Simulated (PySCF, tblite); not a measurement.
# C₅H₉BO₂: geometry, infrared bands and NMR shifts

Wanted: the infrared bands and NMR shifts of C₅H₉BO₂ (`C[C@@H]1C/C1=C\B(O)O`), by calculation.

The runs use tblite 0.8.0 and PySCF 2.14.0, with density-fitted response routines of our own; the level of theory stands in each step. All values are computed, except where a source is named. Atoms count from 0, in the outputs and in this text.

## (1) Starting geometry

17 atoms, charge 0, multiplicity 1; geometry from: force field or distance geometry start.

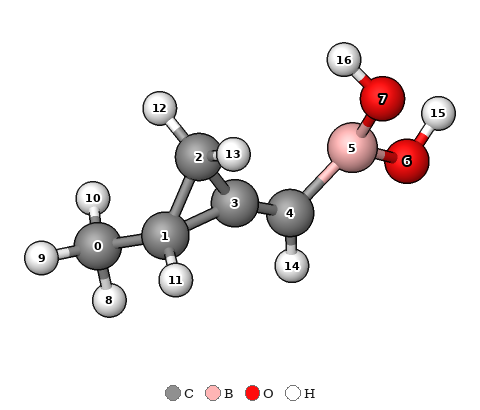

The starting geometry (carbon grey, boron pink, oxygen red, hydrogen white), atoms numbered.

## (2) Geometry optimisation with GFN2-xTB

Job settings and geometry (Å):

```
{"job": {"kind": "relax", "xc": "GFN2-xTB", "basis": "xTB"}, "charge": 0, "multiplicity": 1}
C     -2.421800    -0.700100    -0.254500
C     -1.674500     0.119300     0.736800
C     -0.811000     1.286100     0.343700
C     -0.192000    -0.005000     0.559300
C      0.894100    -0.776600     0.606500
B      2.318500    -0.200100     0.254000
O      3.440100    -1.165400     0.220200
O      2.678400     1.179900     0.601500
H     -2.365500    -1.773300     0.091400
H     -3.516600    -0.470800    -0.301000
H     -1.938500    -0.704200    -1.263000
H     -2.076200     0.202800     1.786700
H     -1.026000     1.683600    -0.649800
H     -0.617200     2.026000     1.158300
H      0.803900    -1.815100     0.868600
H      4.252000    -0.704600    -0.122600
H      2.245100     1.829300     0.003400
```

On the command line:

```bash
OMP_NUM_THREADS=1 python probes_run.py task.json out
```

This one command runs all jobs of the session in turn.

**Question.** This job is followed by: GFN2-xTB harmonic vibrations, gas phase; GIAO PBE0/pcSseg-1 NMR shielding, non-relativistic, gas phase. What will the session give for the following? strongest single infrared mode (GFN2-xTB); zero-point energy (GFN2-xTB); ¹³C shifts against TMS (PBE0/pcSseg-1); ¹H shifts against TMS (PBE0/pcSseg-1, means over atoms taken as alike); ¹¹B shifts against BF3·OEt2 (PBE0/pcSseg-1); ¹⁷O shifts against H2O (PBE0/pcSseg-1, means over atoms taken as alike).

**Answer**, as computed:

| quantity | value |
| --- | --- |
| strongest single infrared mode (GFN2-xTB) | 1248 cm⁻¹, 364 km/mol |
| zero-point energy (GFN2-xTB) | 84.7 kcal/mol |
| ¹³C shifts against TMS (PBE0/pcSseg-1) | 157.1, 119.1, 20.4, 11.9, 9.9 ppm |
| ¹H shifts against TMS (PBE0/pcSseg-1, means over atoms taken as alike) | 6.46, 4.45, 1.43, 1.22, 1.17, 0.53 ppm |
| ¹¹B shifts against BF3·OEt2 (PBE0/pcSseg-1) | 24.7 ppm |
| ¹⁷O shifts against H2O (PBE0/pcSseg-1, means over atoms taken as alike) | 112.0 ppm |

Relaxing lowered the energy by 1.271 eV in 92 steps; the close pair that moved most is B5–O6, from 1.480 to 1.350 Å. No mode is imaginary among the 45: a minimum at this level. The strongest single mode, at 1248 cm⁻¹, moves mainly B5. Unscaled tight-binding wavenumbers are off by several per cent, some by more. Its intensities can rank the bands wrongly. H14 (hydrogen on an alkene CH) lies farthest downfield among hydrogen, at 6.46 ppm; attached to an sp2 carbon and in the plane of the double bond. At PBE0/pcSseg-1: Shielding is most anisotropic at C3 (span 264 ppm, paramagnetic term -232 ppm).
